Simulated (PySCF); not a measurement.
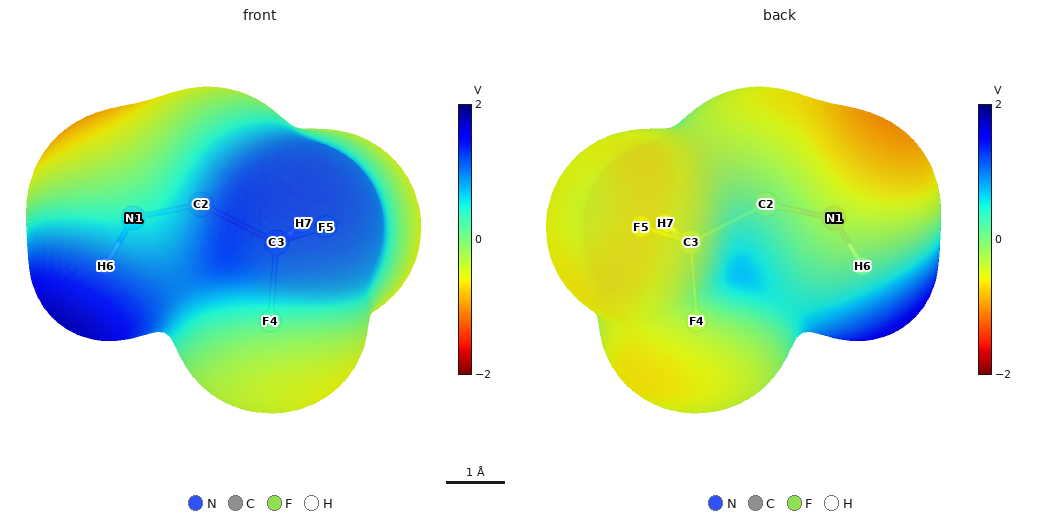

C2H2F2N (SMILES [H]/N=[C]\C(F)F) (doublet). The molecular electrostatic potential painted on the density surface at 0.001 e/bohr³, seen from the front and from behind; the colour scale runs from red (negative) to blue (positive).

Geometry: GFN2-xTB.

Method: UKS B3LYP, pcH-1 on C F H N, non-relativistic, mean-field spin-orbit, GIAO (PySCF).

```xyz
7

N     1.6883   -0.4550    0.0019
C     0.5205   -0.6471    0.2505
C    -0.7825    0.0408    0.1288
F    -0.7583    1.0445   -0.8070
F    -1.7681   -0.7957   -0.2528
H     2.1662    0.3264   -0.4457
H    -1.0627    0.4910    1.0972
```

**Which sites attract a positive test charge, and which a negative one?**

A positive charge is drawn to the negative regions and a negative charge to the positive ones. The most negative region (about −1.0 V) lies over N1, the most positive (about +1.7 V) over H6.
